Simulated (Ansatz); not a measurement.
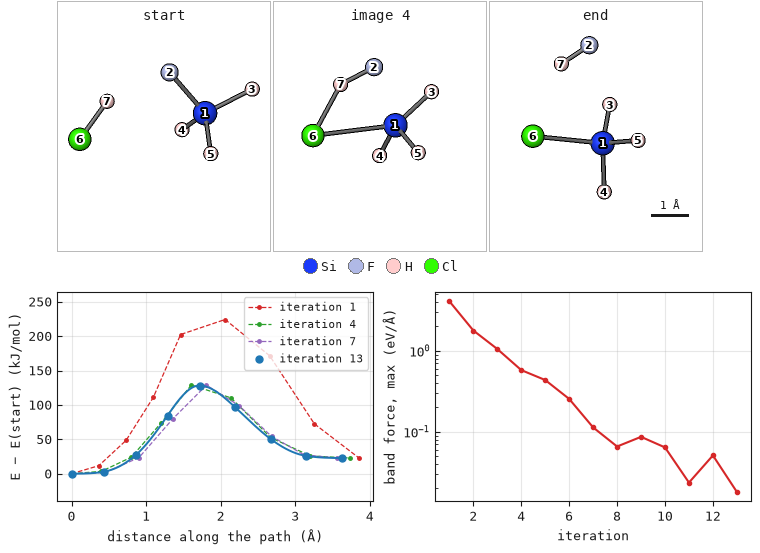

A search for the minimum-energy path of SiH4ClF by the nudged elastic band. Images are numbered from 0 (start) to 8 (end). The plot follows the band through its iterations. A ball-and-stick model, seen at a tilt.

Computed with RKS PBE0-D4/def2-SVP in Ansatz. Set-up: 7 movable images; climbing image; force threshold 0.05 eV/Å; iteration limit 60; starting path through a guess of the saddle point.

**Did the band converge, and can the barrier be trusted?**

The result is final at these settings. The band converged in 13 iterations. The largest component of the band force went from 4.1 to 0.018 eV/Å. The climbing image converged on the top of the path. Its vibrational analysis gives one imaginary mode (438i cm⁻¹), as a transition state must have. The first iteration put the highest image at 224.2 kJ/mol. The highest point, image 4, lies 128.2 kJ/mol above the start and 105.4 kJ/mol above the end; the end is at +22.8 kJ/mol relative to the start.

Cost: 2.3 min on 1 thread of Intel(R) Xeon(R) CPU @ 2.60GHz (Ice Lake), with other jobs on the host, peak memory 0.15 GiB.
